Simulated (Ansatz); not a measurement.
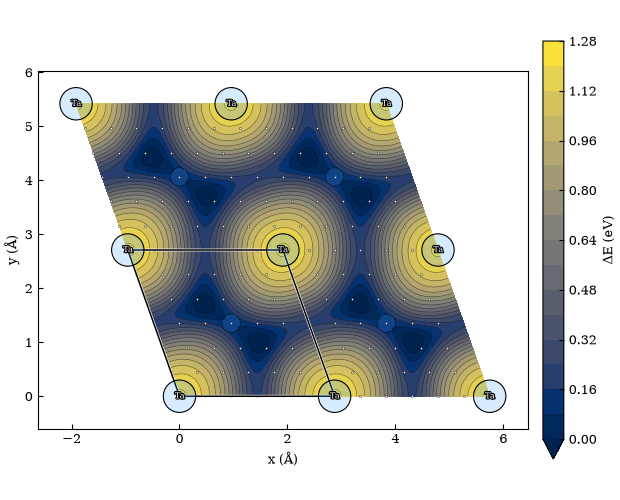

H on a Ta(110) slab cut from the Im-3m phase, its upper half relaxed before the scan (12 atoms of substrate and one adsorbate in a 2 × 2 cell). 
- H is moved over the surface cell; relaxed at each place: the height of the adsorbate's atoms; substrate rigid; the origin of the map has the adsorbate above Ta9.
- Places are given modulo a cell vector. The map is drawn in real space over the plane of the surface.
- The grid has 6 × 6 points; 13 points were computed and 23 follow by symmetry.
- Places are given in fractions of the 1 × 1 surface cell.
- Energies: eV, counted from the lowest grid point.
- Theory: DFT PBE, scalar-relativistic, plane waves, PAW in Ansatz. Settings: cutoff 420 eV, k-mesh 5×5×1, gaussian smearing 0.1 eV, no spin polarisation.

Drawn: filled contours, dots at the grid points, labelled circles for the atoms of the top layer and small ones for the second layer, the outline of one cell of the 2 × 2 shown. Between grid points the surface is interpolated.

The lowest grid point is at (2/6, 4/6) of the cell vectors [nearest 1 Ta at 1.91 Å]; the map holds 2 wells of about this depth. The bottom of the well lies between grid points, at about (0.36, 0.64) of the cell vectors, about 0.053 eV lower on the interpolated surface. The highest grid point, the top site over a surface Ta atom, (0/6, 0/6) of the cell vectors, lies 1.21 eV above the lowest. On the interpolated surface the easiest way out of the lowest well to a well of about the same depth near (4/6, 2/6) of the cell vectors [nearest 1 Ta at 1.91 Å] passes a barrier of about 0.14 eV, counted from the interpolated bottom of the well. At the lowest point the adsorbate has 1 Ta at 1.91 Å as nearest neighbours, at the highest 1 Ta at 1.85 Å. Its relaxed height above the top atom is 1.10 Å at the lowest and 1.85 Å at the highest point.

H is replaced by Li; all else is set up alike.

How does the landscape change?

The minimum (interpolated where it lies between grid points) moves from about (0.36, 0.64) of the cell vectors to a bridge site between two Ta atoms, over a second-layer Ta atom, (3/6, 3/6) of the cell vectors. The span from the lowest to the highest grid point shrinks from 1.21 to 0.24 eV. The easiest pass out of the lowest well goes from about 0.14 to about 0.075 eV on the interpolated surfaces. In the new map: at the lowest point the adsorbate has 2 Ta at 2.93 Å as nearest neighbours, at the highest 1 Ta at 2.64 Å. Its relaxed height above the top atom is 2.42 Å at the lowest and 2.64 Å at the highest point.

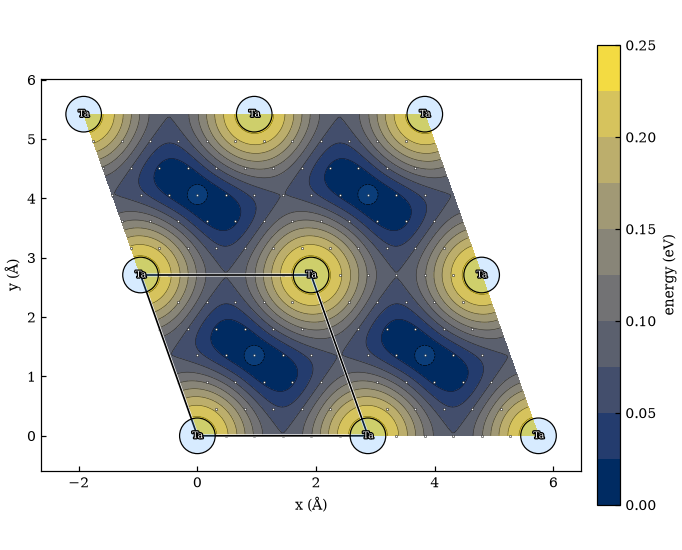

The map after the change, on a colour scale of its own. In the figure: filled contours, dots at the grid points, labelled circles for the atoms of the top layer and small ones for the second layer, the outline of one cell of the 2 × 2 shown. Between grid points the surface is interpolated.

PAW datasets: the set soft_1.
